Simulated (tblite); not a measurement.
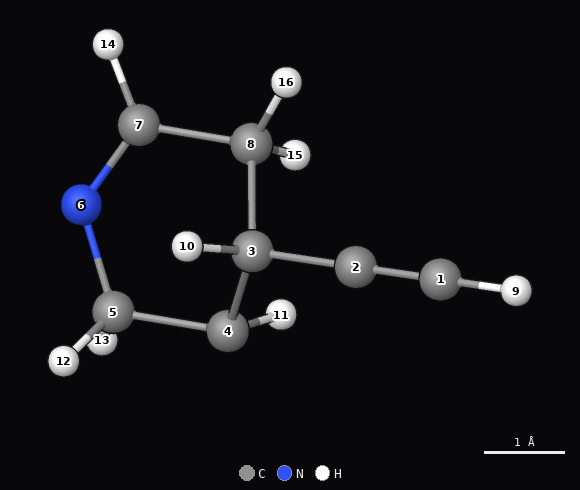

Starting structure of C7H8N (multiplicity 2). A ball-and-stick model, seen at a tilt.

Theory: GFN2-xTB geometry optimisation, gas phase (tblite).

```xyz
16

C     3.0256   -1.0963   -0.0025
C     1.8896   -0.7354    0.1315
C     0.5163   -0.2900    0.3213
C    -0.5003   -1.1632   -0.3803
C    -1.8745   -0.6637    0.0408
N    -1.9278    0.7259    0.2794
C    -0.9755    1.5743    0.1291
C     0.3345    1.0869   -0.3465
H     4.0436   -1.4204   -0.1221
H     0.2584   -0.1381    1.3898
H    -0.3769   -1.0190   -1.4653
H    -2.1314   -1.2115    0.9651
H    -2.6172   -0.9291   -0.7353
H    -1.0925    2.6347    0.3461
H     0.2459    0.9141   -1.4348
H     1.1747    1.7397   -0.0861
```

Predict the outcome.

H11 moves most after the best rigid fit: 0.81 Å. By element the largest moves are H 0.81 Å, N 0.32 Å, C 0.28 Å. Some distances before and after: C4–C5 1.522 → 1.476 Å, C5–N6 1.411 → 1.452 Å, N6–C7 1.284 → 1.254 Å, C4–H11 1.101 → 1.075 Å. Among the angles between lasting bonds that change: C3–C4–H11 107.8° → 119.8°, C5–C4–H11 109.3° → 121.0°, N6–C7–C8 118.5° → 127.8°. After 69 geometry steps the energy has fallen by 64.6 kJ/mol.

Final geometry:

```xyz
16

C     2.9875   -1.1268   -0.2819
C     1.8928   -0.7557    0.0271
C     0.5637   -0.2794    0.3561
C    -0.5134   -1.0941   -0.2648
C    -1.8936   -0.6345   -0.0125
N    -2.0553    0.8087    0.0012
C    -1.0617    1.5733   -0.0380
C     0.3870    1.1931   -0.1111
H     3.9484   -1.4639   -0.5336
H     0.4434   -0.2853    1.4513
H    -0.2861   -1.7342   -1.0982
H    -2.2663   -0.9628    0.9708
H    -2.5937   -1.0241   -0.7571
H    -1.2765    2.6379   -0.0246
H     0.7220    1.2870   -1.1492
H     0.9943    1.8697    0.4950
```

The end point in the same view:

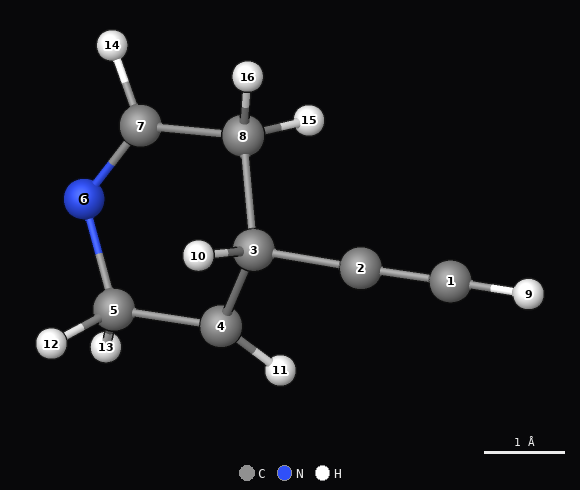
